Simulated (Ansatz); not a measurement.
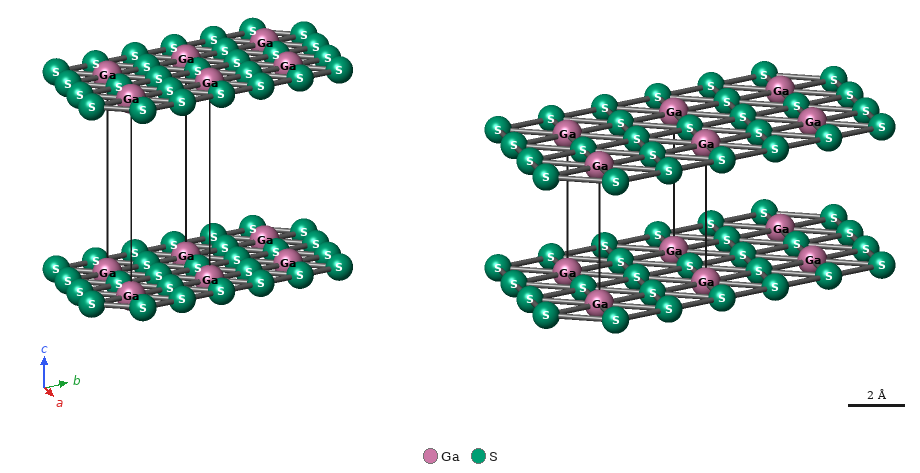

Two geometries of a crystal of GaS3 (a generated structure, set up in P6/mmm) (coarse preliminary run), drawn at one scale. One is the start of a relaxation, the other its converged end. A ball-and-stick model of the cell of the calculation, repeated 1 × 2 × 1 with one cell outlined, seen slightly off an axis.

Computed with DFT PBE, scalar-relativistic, plane waves, PAW (Ansatz 0.2.0). Set-up: plane-wave cutoff 420 eV; k-point mesh 6 × 6 × 4; occupations gaussian; smearing width 0.1 eV; no spin polarisation; cell and atoms relaxed; force threshold 0.04 eV/Å; at most 70 steps.

Question: Which one is relaxed?

Answer: The right one is the relaxed one. No atom moves by more than 0.005 Å relative to the cell. Cell: a = b 3.843 → 5.209 Å (+35.6 %), c 7.262 → 5.090 Å (−29.9 %). Volume +28.8 %. Among the contacts that change: Ga–S 1.921 → 2.605 Å, S–S 1.921 → 2.605 Å. The space group stays P6/mmm (No. 191). The energy falls by 5441 meV per atom in 15 accepted moves (17 points after the start). All forces vanish by symmetry, so only the cell relaxes. Pressure: 105.13 GPa at the start and 0.00 GPa at the end. The SCF was repeated twice at an unchanged geometry on a basis and grid sized afresh for the cell, which shifted the energy by 109 meV per atom at most. The run took 33 s on 1 thread of Intel(R) Xeon(R) 6975P-C (Granite Rapids), on a shared host, peak memory 0.4 GiB.
